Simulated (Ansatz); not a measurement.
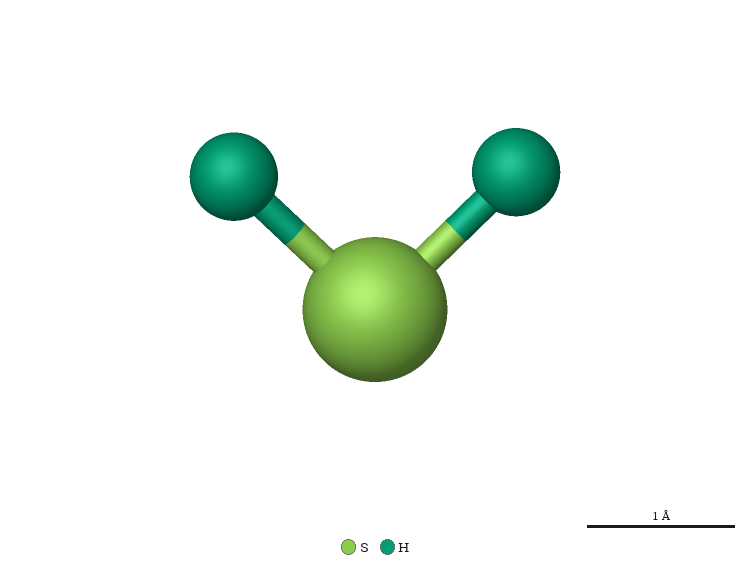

A ball-and-stick model of a molecule. Every bond is drawn as one stick, whatever its order.

The computed structure is the end point of a PBE0-D4/def2-TZVP optimisation.

Identify the structure.

Formula H2S. Its SMILES string is `S`. This geometry has C2v symmetry. Coordination: 1 S bent.

More results for the same structure follow; atom numbers are the same in all pictures, views and colours differ.

**Shape**

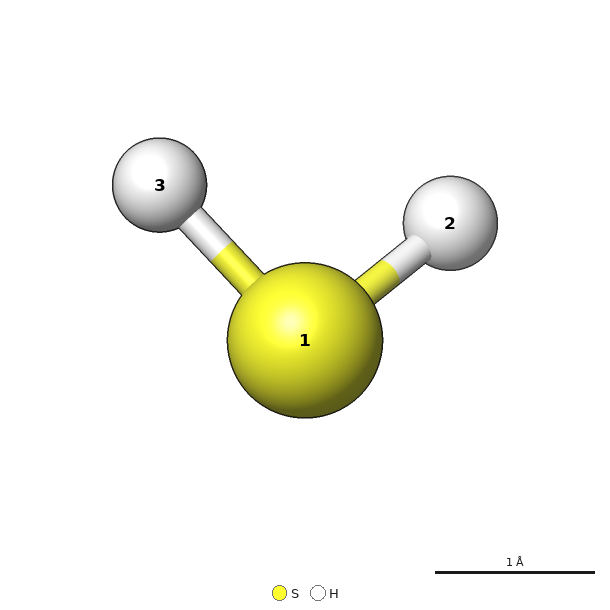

The atoms are numbered.

Which atoms are bonded, and how long are the bonds?

```
 bond  length (Å)   order
S1–H2       1.341  single
S1–H3       1.341  single
```

**Electronic properties**

Level of theory: RKS B3LYP-D4/def2-TZVPP (Ansatz 0.2.0).

What is the HOMO–LUMO gap?

7.53 eV.

Estimate the dipole moment.

1.07 D.

Give the HOMO energy (Kohn–Sham orbital) at this level.

−7.23 eV.

Estimate the vertical ionisation energy.

10.42 eV.

**Charges**

The questions are on Mulliken charges. Properties computed with RKS PBE-D4/def2-TZVPP (Ansatz 0.2.0).

Give the Mulliken charges atom by atom.

```
atom  value (e)
  S1      −0.24
  H2       0.12
  H3       0.12
```

**Vibrations**

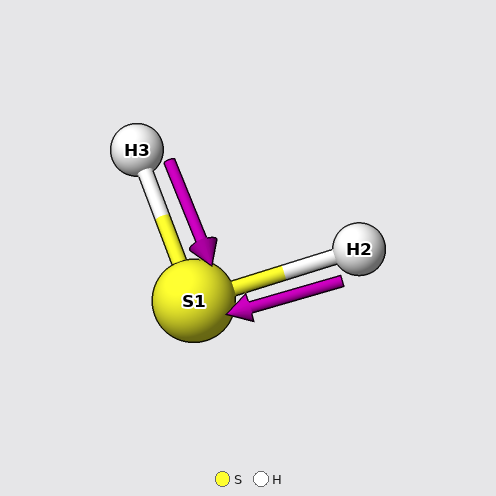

The arrows show one normal mode. Harmonic vibrations computed with RKS PBE0-D4/def2-TZVP (Ansatz 0.2.0) at a stationary point of the same level.

What kind of motion is it?

Mostly in-phase stretching of 2 S–H bonds.

At what wavenumber does it lie?

2725 cm⁻¹; it is mode 2 of 3 counted from the lowest.

Mulliken values depend strongly on the basis set and can even reverse the polarity of a bond.
